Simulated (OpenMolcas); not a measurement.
**Single-point calculation, with input and output: CF₄**

- system: CF₄, SMILES FC(F)(F)F
- method: RI-MP2/pcseg-1, RHF (OpenMolcas 26.06)

The geometry comes from this level: PBE0-D4/def2-TZVP.

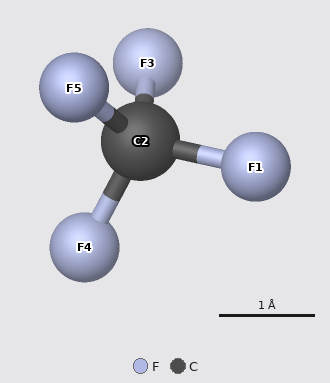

Fig. 1: The structure (ball-and-stick view, seen at a tilt; atoms are numbered from 1 in the order of the input).

The input
```
* CF4 RI-MP2

&GATEWAY
  BASLIB = $CurrDir
  COORD
  5
  angstrom
  F       -0.850100       0.025300       0.989500
  C        0.010000      -0.014700      -0.008300
  F        1.157500      -0.501300       0.420100
  F       -0.464000      -0.786000      -0.966200
  F        0.196600       1.203000      -0.476700
  BASIS = pcseg-1
  GROUP = NoSym
  RICD

&SEWARD

&SCF
  PRORBITALS = 1 1

&MBPT2
  FROZEN = 5
```

Run on 1 thread of Intel Xeon (Granite Rapids), 64 GiB of memory available, shared host.

Launched with:
```bash
export MOLCAS_MEM=1860
pymolcas job.input > job.log
```

What the program printed
```
--- Start Module: gateway ---

                                              &GATEWAY

                       available to each process: 1.9 GB of memory, 1 thread

 Basis Set     1 Label: F.PCSEG-1
 Basis set is read from library:.
 basistype.tbl is not found

 Basis Set     2 Label: C.PCSEG-1
 Basis set is read from library:.
 basistype.tbl is not found

 Basis Set     3 Label: F.PCSEG-1
 Basis set is read from library:.
 basistype.tbl is not found

++    Symmetry information:
      ---------------------

                    Character Table for C1

                             E
                    a        1  x, y, xy, Rz, z, xz, Ry, yz, Rx, I
--

++    Basis set information:
      ----------------------

      Basis set label: F.PCSEG-1.........

      Electronic valence basis set:
      ------------------
      Associated Effective Charge   9.000000 au
      Associated Actual Charge      9.000000 au
      Nuclear Model: Point charge

      Shell  nPrim  nBasis  Cartesian Spherical Contaminant
         s       8       3        X
         p       4       2        X
         d       1       1                 X

      Basis set label: C.PCSEG-1.........

      Electronic valence basis set:
      ------------------
      Associated Effective Charge   6.000000 au
      Associated Actual Charge      6.000000 au
      Nuclear Model: Point charge

      Shell  nPrim  nBasis  Cartesian Spherical Contaminant
         s       8       3        X
         p       4       2        X
         d       1       1                 X

      Basis set label: F.PCSEG-1.........

      Electronic valence basis set:
      ------------------
      Associated Effective Charge   9.000000 au
      Associated Actual Charge      9.000000 au
      Nuclear Model: Point charge

      Shell  nPrim  nBasis  Cartesian Spherical Contaminant
         s       8       3        X
         p       4       2        X
         d       1       1                 X
--

++    Molecular structure info:
      -------------------------

                    ************************************************
                    **** Cartesian Coordinates / bohr, angstrom ****
                    ************************************************

     Center  Label                x              y              z                     x              y              z
        1      F1              -1.606456       0.047810       1.869884             -0.850100       0.025300       0.989500
        2      C2               0.018897      -0.027779      -0.015685              0.010000      -0.014700      -0.008300
        3      F3               2.187358      -0.947320       0.793874              1.157500      -0.501300       0.420100
        4      F4              -0.876833      -1.485325      -1.825853             -0.464000      -0.786000      -0.966200
        5      F5               0.371520       2.273341      -0.900832              0.196600       1.203000      -0.476700

                    ***************************************
                    *    InterNuclear Distances / bohr    *
                    ***************************************

               1 F1            2 C2            3 F3            4 F4            5 F5
    1 F1       0.000000
    2 C2       2.490554        0.000000
    3 F3       4.067076        2.490615        0.000000
    4 F4       4.067103        2.490679        4.067147        0.000000
    5 F5       4.067216        2.490578        4.067180        4.067138        0.000000

                    *******************************************
                    *    InterNuclear Distances / angstrom    *
                    *******************************************

               1 F1            2 C2            3 F3            4 F4            5 F5
    1 F1       0.000000
    2 C2       1.317944        0.000000
    3 F3       2.152204        1.317977        0.000000
    4 F4       2.152218        1.318011        2.152242        0.000000
    5 F5       2.152278        1.317957        2.152259        2.152237        0.000000

                    **************************************
                    *    Valence Bond Angles / degree    *
                    **************************************
                          Atom centers                 Phi
                      1 F1       2 C2       3 F3       109.47
                      1 F1       2 C2       4 F4       109.47
                      1 F1       2 C2       5 F5       109.48
                      3 F3       2 C2       4 F4       109.47
                      3 F3       2 C2       5 F5       109.47
                      4 F4       2 C2       5 F5       109.47
--

            Nuclear Potential Energy            206.22005516 au

--- Stop Module: gateway /rc=_RC_ALL_IS_WELL_ ---

--- Start Module: seward ---

                                              &SEWARD

                       available to each process: 1.9 GB of memory, 1 thread

               SEWARD will generate:
                  Multipole Moment integrals up to order  2
                  Kinetic Energy integrals
                  Nuclear Attraction integrals (point charge)
                  One-Electron Hamiltonian integrals
                  Velocity integrals
                  Orbital angular momentum around (  0.0189  -0.0279  -0.0157 )
                  Velocity quadrupole around (  0.0189  -0.0279  -0.0157 )
                  RI decomposed two-electron repulsion integrals stored Cholesky style
                   - acCD auxiliary basis
                   - CD Threshold:   1.00E-04

                   Integrals are discarded if absolute value <: 1.00E-14
                   Integral cutoff threshold is set to       <: 1.00E-16

            Nuclear Potential Energy            206.22005516 au

      Basis set specifications :
      Symmetry species         a
      Basis functions           70

--- Stop Module: seward /rc=_RC_ALL_IS_WELL_ ---

--- Start Module: scf ---

                                                &SCF

                       available to each process: 1.9 GB of memory, 1 thread

++    Input section:
      --------------

      Header of the integral files:

      Cartesian coordinates in angstrom:
      -----------------------------------------------------
      No.  Label        X            Y            Z
      -----------------------------------------------------
       1   F1        -0.85010000   0.02530000   0.98950000
       2   C2         0.01000000  -0.01470000  -0.00830000
       3   F3         1.15750000  -0.50130000   0.42010000
       4   F4        -0.46400000  -0.78600000  -0.96620000
       5   F5         0.19660000   1.20300000  -0.47670000
      -----------------------------------------------------
      Nuclear repulsion energy =  206.22005516
--

++    Orbital specifications:
      -----------------------

      Symmetry species               1
                                     a
      Frozen orbitals                0
      Occupied orbitals             21
      Secondary orbitals            49
      Deleted orbitals               0
      Total number of orbitals      70
      Number of basis functions     70
--

      Molecular charge                           0.000

++    Optimization specifications:
      ----------------------------

      SCF Algorithm: LK-RI/DF
      LK screening threshold:                     4.50E-02
      Local-Exchange (LK) algorithm.
       - the density matrix is decomposed
      The actual AO density is used
      Number of density matrices in core                 5
      Maximum number of NDDO SCF iterations            400
      Maximum number of HF SCF iterations              400
      Threshold for SCF energy change             1.00E-09
      Threshold for density matrix                1.00E-04
      Threshold for Fock matrix                   1.50E-04
      Threshold for linear dependence             1.00E-09
      Threshold at which DIIS is turned on        1.50E-01
      Maximum depth in the DIIS procedure                5
      Maximum depth in the BFGS Hessian update          30
      Threshold at which QNR/C2DIIS is turned on  7.50E-02
      Threshold for Norm(delta) (QNR/C2DIIS)      1.00E-03
      All orbitals punched on: SCFORB
--

      Input vectors read from INPORB
      Orbital file label: *Guess orbitals

++ Convergence information
                                   SCF        iterations: Energy and convergence statistics

Iter     Tot. SCF        One-elec.       Two-elec.     Energy      Max Dij or  Max Fij      DNorm      TNorm      AccCon     Time
         Energy          Energy          Energy        Change      Delta Norm                                                in Sec.
   1  -434.802241593 -1014.090111525   373.067814769   0.00E+00    3.53E-01*   1.96E-01*    8.06E+00   1.55E+02   None         0.
   2  -435.343668520 -1015.950310914   374.386587230  -5.41E-01*   1.84E-01*   1.64E-01*    8.12E+00   1.57E+02   EDIIS        0.
   3  -435.459028923 -1017.395579806   375.716495719  -1.15E-01*   7.10E-02*   7.79E-02*    8.07E+00   1.56E+02   EDIIS        0.
   4  -435.501680773 -1015.757800872   374.036064935  -4.27E-02*   6.51E-03*   1.80E-02*    8.09E+00   1.56E+02   c2DIIS       0.
   5  -435.512123561 -1016.460914407   374.728735682  -1.04E-02*   3.47E-03*   1.68E-03*    8.09E+00   1.56E+02   QNRc2DIIS    0.
   6  -435.512165723 -1016.398017361   374.665796475  -4.22E-05*   1.90E-03*   5.70E-04*    8.09E+00   1.56E+02   QNRc2DIIS    0.
   7  -435.512172246 -1016.420039090   374.687811681  -6.52E-06*   2.79E-04    1.50E-04     8.09E+00   1.56E+02   QNRc2DIIS    0.
   8  -435.512172460 -1016.420484420   374.688256796  -2.15E-07*   7.25E-05    5.29E-05     8.09E+00   1.56E+02   QNRc2DIIS    0.
   9  -435.512172490 -1016.419841552   374.687613899  -2.93E-08*   1.81E-05    6.46E-06     8.09E+00   1.56E+02   QNRc2DIIS    0.
  10  -435.512172491 -1016.419986179   374.687758525  -8.25E-10    8.69E-07    4.85E-07     8.09E+00   1.56E+02   QNRc2DIIS    0.

       Convergence after  10 Iterations
--

 *****************************************************************************************************************************
 *                                             SCF/KS-DFT Program, Final results                                             *
 *                                                       Final Results                                                       *
 *****************************************************************************************************************************

::    Total SCF energy                               -435.5121724906
      One-electron energy                           -1016.4199861788
      Two-electron energy                             374.6877585246
      Nuclear repulsion energy                        206.2200551637
      Kinetic energy (interpolated)                   436.4525868932
      Virial theorem                                    0.9978453229
      Total spin, S(S+1)                                0.0000000000
      Total spin, S                                     0.0000000000
      Max non-diagonal density matrix element           0.0000006532
      Max non-diagonal Fock matrix element              0.0000001379

      All orbitals with orbital energies smaller than  E(LUMO)+0.5 are printed

++    Molecular orbitals:
      -------------------

      Title: SCF orbitals

      Molecular orbitals for symmetry species 1: a

          Orbital            1         2         3         4         5         6         7         8         9        10
          Energy          -26.3614  -26.3614  -26.3613  -26.3613  -11.6177   -1.8259   -1.6985   -1.6985   -1.6984   -1.0263
          Occ. No.          2.0000    2.0000    2.0000    2.0000    2.0000    2.0000    2.0000    2.0000    2.0000    2.0000

          Orbital           11        12        13        14        15        16        17        18        19        20
          Energy           -0.9046   -0.9046   -0.9046   -0.7762   -0.7762   -0.7223   -0.7223   -0.7222   -0.6928   -0.6928
          Occ. No.          2.0000    2.0000    2.0000    2.0000    2.0000    2.0000    2.0000    2.0000    2.0000    2.0000

          Orbital           21        22        23        24        25        26        27        28        29
          Energy           -0.6928    0.3592    0.3745    0.3745    0.3746    0.5732    0.5732    0.5732    0.5903
          Occ. No.          2.0000    0.0000    0.0000    0.0000    0.0000    0.0000    0.0000    0.0000    0.0000

--

++    Molecular charges:
      ------------------

      Mulliken charges per centre and basis function type
      ---------------------------------------------------

                F1      C2      F3      F4      F5
      1s       3.9363  2.6456  3.9363  3.9363  3.9363
      2px      1.7511  0.5820  1.5948  1.8906  1.9420
      2pz      1.6818  0.5820  1.9017  1.7030  1.8920
      2py      1.9510  0.5820  1.8873  1.7903  1.5499
      3d2+     0.0018  0.0589  0.0038  0.0013  0.0052
      3d1+     0.0067  0.0638  0.0034  0.0027  0.0004
      3d0      0.0029  0.0455  0.0018  0.0026  0.0017
      3d1-     0.0013  0.0572  0.0009  0.0053  0.0042
      3d2-     0.0011  0.0471  0.0040  0.0020  0.0024
      Total    9.3340  4.6641  9.3340  9.3340  9.3340

      N-E     -0.3340  1.3359 -0.3340 -0.3340 -0.3340

      Total electronic charge=   42.000000

      Total            charge=   -0.000000
--

++    Molecular properties:
      ---------------------

      Charge (e):
                      =   -0.0000
      Dipole Moment (debye):
      Origin of the operator (angstrom)=    0.0100   -0.0147   -0.0083
                   X= -1.7835E-05               Y=  4.8536E-04               Z=  3.0905E-04           Total=  5.7568E-04
      Quadrupole Moment (debye*angstrom):
      Origin of the operator (angstrom)=    0.0100   -0.0147   -0.0083
                  XX= -2.6224E+01              XY= -6.7026E-05              XZ= -2.1100E-04              YY= -2.6224E+01
                  YZ= -9.3011E-05              ZZ= -2.6224E+01
      In traceless form (debye*angstrom)
                  XX=  6.1151E-05              XY= -1.0054E-04              XZ= -3.1651E-04              YY=  5.5827E-05
                  YZ= -1.3952E-04              ZZ= -1.1698E-04
--

--- Stop Module: scf /rc=_RC_ALL_IS_WELL_ ---

--- Start Module: mbpt2 ---

                                               &MBPT2

                       available to each process: 1.9 GB of memory, 1 thread

WARNING!
Default frozen orbitals as non valence orbitals is overwritten by user input.
Default values:   5

      Cartesian coordinates in angstrom:
      -----------------------------------------------------
      No.  Label        X            Y            Z
      -----------------------------------------------------
       1   F1        -0.85010000   0.02530000   0.98950000
       2   C2         0.01000000  -0.01470000  -0.00830000
       3   F3         1.15750000  -0.50130000   0.42010000
       4   F4        -0.46400000  -0.78600000  -0.96620000
       5   F5         0.19660000   1.20300000  -0.47670000
      -----------------------------------------------------
      Nuclear repulsion energy =  206.22005516

      Contents of RUNFILE file:
      -------------------------

      Symmetry species                           1
                                                 a
      Number of basis functions                 70
      Frozen occupied orbitals                   5
      Active occupied orbitals                  16
      Active external orbitals                  49
      Deleted external orbitals                  0

      Reference numbers of frozen occupied orbitals according to the original input sequence
      symmetry species 1                        1  2  3  4  5

      Energies of the active occupied orbitals

      symmetry species 1                    -1.825855     -1.698476     -1.698455     -1.698430     -1.026294
                                            -0.904646     -0.904638     -0.904631     -0.776247     -0.776242
                                            -0.722265     -0.722256     -0.722244     -0.692837     -0.692826
                                            -0.692821

      Energies of the active external orbitals

      symmetry species 1                     0.359161      0.374514      0.374534      0.374562      0.573170
                                             0.573192      0.573210      0.590303      1.167317      1.167321
                                             1.205184      1.205196      1.205224      1.258643      1.444791
                                             1.444799      1.444804      1.561084      1.561101      1.561116
                                             1.669579      1.669584      2.171756      2.171767      2.171798
                                             2.297124      2.297162      2.297182      2.673604      2.690186
                                             2.690191      2.690198      2.712659      2.712663      2.754994
                                             2.755015      2.755020      2.783111      2.783137      2.783154
                                             3.176544      3.176597      3.176624      3.553464      3.553481
                                             3.556209      3.729878      3.729900      3.729910

      ********************************************************************************************************
      *                                               Results                                                *
      ********************************************************************************************************

       SCF energy                           =     -435.5121724906 a.u.
       Second-order correlation energy      =       -0.8568428644 a.u.
       ( Opposite-Spin contribution         =       -0.6135462197 )

       Total energy                         =     -436.3690153550 a.u.

       Reference weight ( Cref**2 )         =        0.83826

::    Total MBPT2 energy                             -436.3690153550

       Zeroth-order energy (E0)             =      -60.8244139660 a.u.

       Shanks-type energy S1(E)             =     -436.3709792902 a.u.

--- Stop Module: mbpt2 /rc=_RC_ALL_IS_WELL_ ---

.##################.
.# Happy landing! #.
.##################.

    Timing: Wall=1.21 User=1.04 System=0.16
```

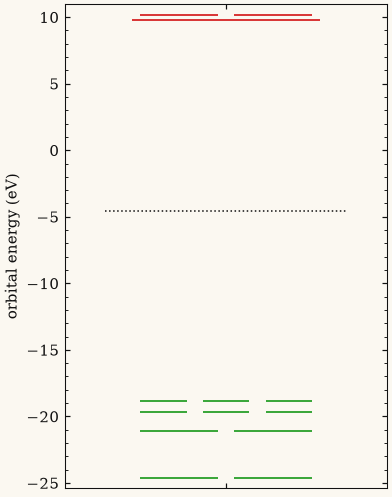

Fig. 2: Orbital energies near the frontier (SCF reference); the dotted line parts filled from empty levels, and levels within 0.02 eV of each other stand side by side. Highest filled −18.85 eV, lowest empty 9.77 eV, 28.62 eV apart.

Summary

| quantity | value |
| --- | --- |
| outcome | converged |
| total energy | −436.369015 hartree |
| SCF energy | −435.512172 hartree |
| MP2 energy | −436.369015 hartree |
| correlation energy | −0.856843 hartree |
| basis functions | 70 |
| HOMO of the SCF reference | −18.85 eV |
| LUMO of the SCF reference | 9.77 eV |
| wall time | 1.4 s |
| peak memory | 0.09 GiB |
